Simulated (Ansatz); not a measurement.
**Geometry relaxation of AlNH5ClO (part 2 of 2)**

AlNH5ClO; RKS BLYP-D4/6-31G* (Ansatz 0.2.0). It belongs to a series of runs on one base structure; here: end point A relaxed.

Geometry of the input (Å):
```
Al -0.1434  0.0565  0.2762
N  0.0659  0.0911  2.1360
H  -0.7559  0.2298  2.7290
H  0.8676  0.5856  2.5372
Cl 1.5882  0.3128  -0.9317
O  -1.6974  -0.2527  -0.3907
H  -1.7960  -0.3593  -1.3562
H  0.4729  -2.5552  0.9295
H  0.4347  -2.0276  1.4106
```

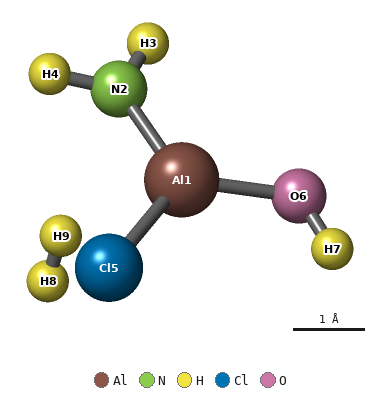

Fig. 1: The geometry at step 15 of the log (ball-and-stick view, seen at a tilt; atoms are numbered from 1 in the order of the input).

## Trajectory as extended XYZ, continued
```
9
Properties=species:S:1:pos:R:3:forces:R:3 step=6 energy=-22739.74266
Al   -0.1835    0.1815    0.3017    0.0306   0.0297   0.0240
N    -0.0171    0.3581    2.0612   -0.0175   0.0322   0.1317
H    -0.8028    0.3350    2.7159    0.1061  -0.0044  -0.0931
H     0.8483    0.6219    2.5371   -0.1085  -0.0542  -0.0769
Cl    1.5557    0.3545   -0.9156   -0.0001   0.0015  -0.0067
O    -1.7337   -0.1233   -0.3770   -0.0128  -0.0038  -0.0013
H    -1.8072   -0.2798   -1.3368   -0.0052   0.0031  -0.0005
H     0.6384   -2.9886    0.9604   -0.0201   0.1256   0.0895
H     0.5386   -2.3783    1.3930    0.0275  -0.1298  -0.0668
9
Properties=species:S:1:pos:R:3:forces:R:3 step=7 energy=-22739.74390
Al   -0.1864    0.2079    0.2709   -0.0444  -0.0071   0.0647
N    -0.0303    0.3503    2.0376    0.0254  -0.0114  -0.0989
H    -0.8172    0.3478    2.6852   -0.0202  -0.0259   0.0014
H     0.8504    0.4910    2.5307   -0.0063   0.0209  -0.0245
Cl    1.5631    0.3809   -0.9336   -0.0327  -0.0123   0.0060
O    -1.7482   -0.0714   -0.3962    0.0210   0.0028   0.0002
H    -1.8687   -0.2454   -1.3484    0.0563   0.0337   0.0396
H     0.6833   -2.9975    1.0373    0.0124  -0.0083   0.0108
H     0.5909   -2.3826    1.4566   -0.0115   0.0075   0.0007
9
Properties=species:S:1:pos:R:3:forces:R:3 step=8 energy=-22739.74760
Al   -0.1965    0.2181    0.2660   -0.0329  -0.0322  -0.0761
N    -0.0272    0.3399    2.0257    0.0768   0.0147   0.1411
H    -0.8041    0.2837    2.6850    0.0331   0.0004  -0.0300
H     0.8561    0.5116    2.5095   -0.1011  -0.0152  -0.0544
Cl    1.5448    0.3923   -0.9482   -0.0126   0.0067  -0.0046
O    -1.7567   -0.0611   -0.4041    0.0098   0.0080  -0.0273
H    -1.8568   -0.2035   -1.3642    0.0240   0.0174   0.0418
H     0.7006   -3.0124    1.0842   -0.0119   0.0799   0.0711
H     0.5766   -2.3875    1.4861    0.0148  -0.0796  -0.0616
9
Properties=species:S:1:pos:R:3:forces:R:3 step=9 energy=-22739.75057
Al   -0.2180    0.2171    0.2435   -0.0357  -0.0083   0.0118
N    -0.0401    0.2725    2.0080    0.0135   0.0298   0.0031
H    -0.8235    0.2643    2.6601   -0.0093  -0.0121   0.0135
H     0.8403    0.4421    2.4919    0.0057  -0.0114   0.0022
Cl    1.5236    0.3404   -0.9720    0.0082   0.0076  -0.0219
O    -1.7930    0.0279   -0.4234    0.0288   0.0018  -0.0020
H    -1.8871   -0.1007   -1.3853   -0.0117   0.0035  -0.0187
H     0.7992   -3.0246    1.2075    0.0107  -0.0199   0.0006
H     0.6354   -2.3581    1.5096   -0.0102   0.0090   0.0114
9
Properties=species:S:1:pos:R:3:forces:R:3 step=10 energy=-22739.74817 accepted=F
Al   -0.2377    0.2440    0.2148   -0.0822  -0.0249   0.0212
N    -0.0495    0.2484    1.9815    0.0598   0.0224  -0.0049
H    -0.8287    0.2210    2.6387    0.0045  -0.0085  -0.0009
H     0.8402    0.3630    2.4686   -0.0669  -0.0159  -0.0462
Cl    1.4950    0.3570   -1.0143    0.0142   0.0116  -0.0108
O    -1.8202    0.1040   -0.4524    0.0696   0.0064   0.0312
H    -1.9209   -0.0045   -1.4163    0.0013   0.0081  -0.0036
H     0.9070   -3.0745    1.3610   -0.1973   0.5204   0.1480
H     0.6516   -2.3775    1.5584    0.1970  -0.5195  -0.1340
9
Properties=species:S:1:pos:R:3:forces:R:3 step=11 energy=-22739.75134
Al   -0.2314    0.2225    0.2438    0.0152  -0.0010  -0.0356
N    -0.0372    0.2797    2.0083   -0.0649   0.0062  -0.0209
H    -0.8123    0.2511    2.6709    0.0210  -0.0065  -0.0051
H     0.8501    0.4349    2.4843    0.0020  -0.0086  -0.0087
Cl    1.5090    0.3594   -0.9773   -0.0070   0.0060   0.0011
O    -1.7979    0.0313   -0.4432    0.0170   0.0011   0.0338
H    -1.8875   -0.0832   -1.4080    0.0170   0.0079   0.0249
H     0.8091   -3.0410    1.2330    0.0060  -0.0120   0.0057
H     0.6348   -2.3737    1.5280   -0.0063   0.0068   0.0049
9
Properties=species:S:1:pos:R:3:forces:R:3 step=12 energy=-22739.75362
Al   -0.2335    0.2388    0.2191   -0.0144  -0.0015  -0.0155
N    -0.0403    0.2628    1.9833   -0.0127   0.0025   0.0381
H    -0.8119    0.2026    2.6486    0.0319   0.0004  -0.0333
H     0.8506    0.3884    2.4627   -0.0203  -0.0074  -0.0154
Cl    1.4978    0.3974   -1.0109   -0.0043   0.0051   0.0031
O    -1.8083    0.0662   -0.4523    0.0139  -0.0030  -0.0082
H    -1.9078   -0.0280   -1.4184    0.0072   0.0064   0.0264
H     0.8435   -3.0623    1.3218   -0.0219   0.0815   0.0487
H     0.6468   -2.3849    1.5859    0.0206  -0.0840  -0.0440
9
Properties=species:S:1:pos:R:3:forces:R:3 step=13 energy=-22739.75090 accepted=F
Al   -0.2406    0.2582    0.1975   -0.0093  -0.0135   0.0153
N    -0.0383    0.2402    1.9616   -0.0285  -0.0033   0.0167
H    -0.8042    0.1495    2.6305    0.0339   0.0046  -0.0462
H     0.8557    0.3468    2.4391   -0.0012  -0.0066  -0.0089
Cl    1.4836    0.4413   -1.0388   -0.0068   0.0106   0.0051
O    -1.8198    0.0941   -0.4648    0.0050   0.0042  -0.0429
H    -1.9260    0.0292   -1.4330    0.0058   0.0040   0.0474
H     0.8844   -3.0971    1.4578   -0.1745   0.4989   0.0876
H     0.6420   -2.3815    1.5900    0.1756  -0.4989  -0.0740
9
Properties=species:S:1:pos:R:3:forces:R:3 step=14 energy=-22739.75343 accepted=F
Al   -0.2375    0.2313    0.2112    0.0793   0.0494   0.0644
N    -0.0359    0.2580    1.9738   -0.0004  -0.0092  -0.1349
H    -0.8031    0.1996    2.6380   -0.0834  -0.0186   0.1036
H     0.8584    0.3686    2.4450    0.0625   0.0065   0.0481
Cl    1.4983    0.4342   -1.0021    0.0083  -0.0074  -0.0404
O    -1.8105    0.0502   -0.4521   -0.0436  -0.0071   0.0183
H    -1.9134   -0.0080   -1.4187   -0.0237  -0.0086  -0.0699
H     0.8445   -3.0721    1.3721    0.0113  -0.0390  -0.0073
H     0.6360   -2.3809    1.5727   -0.0103   0.0340   0.0180
9
Properties=species:S:1:pos:R:3:forces:R:3 step=15 energy=-22739.75430
Al   -0.2338    0.2456    0.2162    0.0049  -0.0184   0.0015
N    -0.0394    0.2625    1.9802    0.0039   0.0033  -0.0151
H    -0.8095    0.1949    2.6446   -0.0046  -0.0017   0.0049
H     0.8521    0.3820    2.4583    0.0040  -0.0021   0.0052
Cl    1.4958    0.4088   -1.0147    0.0005   0.0115  -0.0014
O    -1.8075    0.0614   -0.4516   -0.0071   0.0079   0.0007
H    -1.9081   -0.0210   -1.4180   -0.0014   0.0013  -0.0032
H     0.8452   -3.0686    1.3455   -0.0042   0.0151   0.0163
H     0.6420   -2.3845    1.5793    0.0039  -0.0169  -0.0087
9
Properties=species:S:1:pos:R:3:forces:R:3 step=16 energy=-22739.75508
Al   -0.2354    0.2407    0.2034    0.0075   0.0448   0.0044
N    -0.0378    0.2484    1.9670    0.0217  -0.0071  -0.0253
H    -0.8057    0.1739    2.6329   -0.0125  -0.0105   0.0113
H     0.8570    0.3483    2.4437    0.0023  -0.0004   0.0069
Cl    1.4861    0.4490   -1.0328   -0.0029  -0.0101   0.0048
O    -1.8131    0.0769   -0.4596   -0.0118  -0.0140  -0.0098
H    -1.9183    0.0110   -1.4268   -0.0041   0.0011  -0.0014
H     0.8591   -3.0830    1.4160   -0.0204   0.0674   0.0216
H     0.6450   -2.3842    1.5961    0.0203  -0.0712  -0.0124
9
Properties=species:S:1:pos:R:3:forces:R:3 step=17 energy=-22739.75617
Al   -0.2419    0.2645    0.1814    0.0258   0.0090   0.0340
N    -0.0322    0.2288    1.9437    0.0151  -0.0068  -0.0137
H    -0.7934    0.1189    2.6128   -0.0048  -0.0029   0.0012
H     0.8659    0.3164    2.4168   -0.0023   0.0032   0.0028
Cl    1.4761    0.5031   -1.0543   -0.0124   0.0001  -0.0014
O    -1.8224    0.0926   -0.4717   -0.0143   0.0006  -0.0447
H    -1.9348    0.0555   -1.4401   -0.0068  -0.0011   0.0167
H     0.8722   -3.1033    1.5053   -0.0540   0.1651   0.0394
H     0.6473   -2.3956    1.6459    0.0537  -0.1672  -0.0343
9
Properties=species:S:1:pos:R:3:forces:R:3 step=18 energy=-22739.75689
Al   -0.2441    0.2746    0.1733    0.0166  -0.0037   0.0359
N    -0.0284    0.2181    1.9346    0.0007  -0.0053  -0.0110
H    -0.7868    0.0945    2.6050    0.0040   0.0008  -0.0093
H     0.8700    0.3089    2.4065    0.0002   0.0023   0.0017
Cl    1.4688    0.5303   -1.0656   -0.0093   0.0041  -0.0018
O    -1.8254    0.0999   -0.4782   -0.0072   0.0052  -0.0388
H    -1.9400    0.0730   -1.4467   -0.0049  -0.0016   0.0190
H     0.8746   -3.1141    1.5469   -0.0421   0.1253   0.0262
H     0.6481   -2.4040    1.6643    0.0421  -0.1271  -0.0219
9
Properties=species:S:1:pos:R:3:forces:R:3 step=19 energy=-22739.75794
Al   -0.2498    0.2956    0.1525    0.0019  -0.0114   0.0430
N    -0.0188    0.1901    1.9110   -0.0261  -0.0039  -0.0209
H    -0.7708    0.0391    2.5840    0.0213   0.0068  -0.0295
H     0.8803    0.2895    2.3797    0.0028   0.0008  -0.0005
Cl    1.4489    0.6047   -1.0945   -0.0085   0.0039   0.0053
O    -1.8333    0.1214   -0.4957    0.0095   0.0052  -0.0199
H    -1.9530    0.1161   -1.4640    0.0000  -0.0012   0.0218
H     0.8779   -3.1449    1.6454   -0.0155   0.0445   0.0113
H     0.6555   -2.4306    1.7214    0.0146  -0.0448  -0.0108
9
Properties=species:S:1:pos:R:3:forces:R:3 step=20 energy=-22739.75827
Al   -0.2517    0.3043    0.1418    0.0020  -0.0016   0.0420
N    -0.0125    0.1741    1.8977   -0.0236  -0.0007  -0.0331
H    -0.7611    0.0110    2.5714    0.0176   0.0039  -0.0244
H     0.8871    0.2782    2.3646    0.0025  -0.0008   0.0003
Cl    1.4382    0.6505   -1.1078   -0.0089  -0.0007   0.0080
O    -1.8366    0.1304   -0.5035    0.0116   0.0004  -0.0106
H    -1.9595    0.1366   -1.4713   -0.0003  -0.0007   0.0161
H     0.8763   -3.1615    1.7085   -0.0174   0.0526   0.0027
H     0.6567   -2.4426    1.7386    0.0165  -0.0525  -0.0009
9
Properties=species:S:1:pos:R:3:forces:R:3 step=21 energy=-22739.75837
Al   -0.2527    0.3132    0.1368    0.0043  -0.0151   0.0281
N    -0.0080    0.1659    1.8901   -0.0093   0.0056  -0.0338
H    -0.7539   -0.0086    2.5634    0.0063   0.0032  -0.0114
H     0.8916    0.2738    2.3563   -0.0009  -0.0012   0.0001
Cl    1.4330    0.6753   -1.1143   -0.0099   0.0033   0.0091
O    -1.8372    0.1318   -0.5070    0.0106   0.0049  -0.0047
H    -1.9623    0.1443   -1.4743   -0.0004  -0.0004   0.0114
H     0.8709   -3.1676    1.7368   -0.0154   0.0478   0.0010
H     0.6554   -2.4472    1.7521    0.0147  -0.0481   0.0001
9
Properties=species:S:1:pos:R:3:forces:R:3 step=22 energy=-22739.75852
Al   -0.2523    0.3174    0.1284    0.0060   0.0041   0.0083
N    -0.0015    0.1543    1.8784    0.0111   0.0065  -0.0188
H    -0.7448   -0.0298    2.5514   -0.0038  -0.0025   0.0035
H     0.8988    0.2633    2.3432   -0.0075  -0.0011   0.0003
Cl    1.4260    0.7163   -1.1213   -0.0105  -0.0036   0.0067
O    -1.8381    0.1343   -0.5109    0.0071  -0.0024  -0.0103
H    -1.9672    0.1542   -1.4776   -0.0016   0.0007   0.0104
H     0.8618   -3.1758    1.7749   -0.0100   0.0351   0.0000
H     0.6541   -2.4533    1.7733    0.0092  -0.0368  -0.0001
9
Properties=species:S:1:pos:R:3:forces:R:3 step=23 energy=-22739.75858
Al   -0.2514    0.3223    0.1270    0.0028   0.0000  -0.0027
N     0.0013    0.1568    1.8758    0.0106   0.0027  -0.0047
H    -0.7405   -0.0349    2.5483   -0.0025  -0.0010   0.0037
H     0.9012    0.2690    2.3406   -0.0057  -0.0013   0.0020
Cl    1.4233    0.7319   -1.1236   -0.0059  -0.0010   0.0035
O    -1.8364    0.1302   -0.5113    0.0034  -0.0009  -0.0077
H    -1.9673    0.1531   -1.4775   -0.0020   0.0006   0.0059
H     0.8569   -3.1845    1.7843   -0.0026   0.0057  -0.0008
H     0.6497   -2.4629    1.7763    0.0020  -0.0047   0.0008
```

## Key numbers

| quantity | value |
| --- | --- |
| outcome | converged |
| total energy | −22739.7589 eV |
| mean-field energy | −22739.4360 eV |
| largest force (length of the vector) at the end | 0.012 eV/Å |
| hardware | 1 thread of Arm Neoverse V1, 24 GiB of memory available, shared host |
| wall time | 70 s |
| peak memory | 0.14 GiB |
